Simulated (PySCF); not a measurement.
# SiNH4 (SMILES [NH][SiH3]) at USVWN5/STO-3G

Aim: the energy change on altering one bond length of SiNH4 at USVWN5/STO-3G, from 2 runs. The job is set up through a Python script.

Program for the calculation: PySCF 2.14.0.

7 further runs of the same task are left out: 7 set aside as unsound or not needed.

## (1) The structure to begin with

SiNH4: 6 atoms, total charge 0, spin state doublet. SMILES: `[NH][SiH3]`. The shape is that of a PBE0-D4/def2-TZVP optimisation.

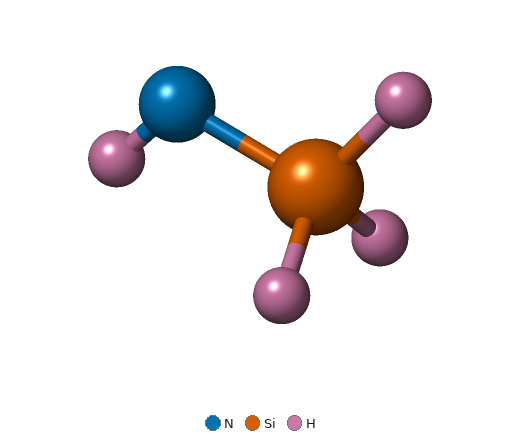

The structure, seen from a chosen angle (nitrogen blue, silicon orange, hydrogen pink).

## (2) The energy at USVWN5/STO-3G

job.py

```python
from pyscf import gto, dft

system = gto.M(
    atom='''
N      1.118907    -1.578299     1.718706
Si    -0.384937     0.656869    -0.207870
H      1.743839    -3.100474     0.704301
H     -2.476675    -0.533470    -1.673352
H      1.491939     1.723052    -2.019928
H     -1.413704     2.711379     1.391216
''',
    basis='sto-3g',
    verbose=3,
    max_memory=1860,
    spin=1,
    unit='bohr',
)

mf = dft.UKS(system, xc='svwn')
mf.conv_tol = 1e-10
mf.grids.level = 5
mf.kernel()
if not mf.converged:
    mf = mf.newton().run(mf.mo_coeff, mf.mo_occ)

e_final = mf.e_tot
print('Final energy', e_final)
```

The run is started by

```sh
$ OMP_NUM_THREADS=1 python job.py
```

The program printed:

```text
converged SCF energy = -340.784383873985  <S^2> = 0.75223519  2S+1 = 2.0022339
Final energy -340.78438387398506
```

Wall time 2.9 s (1 thread of Arm Neoverse V1, shared host); peak memory 0.14 GiB.

## (3) The distorted shape at the same level

calc.py

```python
from pyscf import gto, dft

system = gto.M(
    atom=[
    ('N', (0.327553, -0.190831, 1.338919)),
    ('Si', (-0.468247, 0.991969, 0.319419)),
    ('H', (0.922800, -1.640700, 0.372700)),
    ('H', (-1.575147, 0.362069, -0.456081)),
    ('H', (0.524953, 1.556169, -0.639481)),
    ('H', (-1.012647, 2.079169, 1.165619)),
],
    max_memory=1860,
    spin=1,
    basis='sto-3g',
    verbose=3,
    charge=0,
)

ks = dft.UKS(system, xc='svwn')
ks.conv_tol = 1e-10
ks.grids.level = 5
ks.kernel()
if not ks.converged:
    ks = ks.newton().run(ks.mo_coeff, ks.mo_occ)

e_tot = ks.e_tot
print('E(%s) = %.9f' % ('SVWN5', e_tot))
```

The run is started by

```sh
$ OMP_NUM_THREADS=1 python calc.py
```

The program printed:

```text
converged SCF energy = -340.657022776046  <S^2> = 0.91811752  2S+1 = 2.1615897
E(SVWN5) = -340.657022776
```

Wall time 3.6 s (1 thread of Arm Neoverse V1, shared host); peak memory 0.14 GiB.

## (4) Summary of results

Level: USVWN5/STO-3G.

| quantity | value |
| --- | --- |
| first shape: total energy | -340.78438 Eh |
| first shape: dipole moment | 1.61 D |
| first shape: HOMO energy (highest over α and β) | -2.20 eV |
| first shape: LUMO energy (lowest over α and β) | -1.00 eV |
| first shape: ⟨S²⟩ | 0.752 |
| distorted shape: total energy | -340.65702 Eh |
| distorted shape: dipole moment | 1.37 D |
| distorted shape: HOMO energy (highest over α and β) | -2.88 eV |
| distorted shape: LUMO energy (lowest over α and β) | -0.80 eV |
| distorted shape: ⟨S²⟩ | 0.918 |
| energy change with the N1–H3 bond stretched from 1.023 to 1.841 Å | 3.466 eV |

What this shows: With the N1–H3 bond stretched from 1.023 to 1.841 Å the energy rises by 3.47 eV (80 kcal/mol). The first shape isn't relaxed at this level, so the change isn't measured from a minimum. The minimal basis adds a large error of its own. ⟨S²⟩ (distorted shape) is 0.92 where a pure doublet has 0.75: the reference is spin-contaminated.
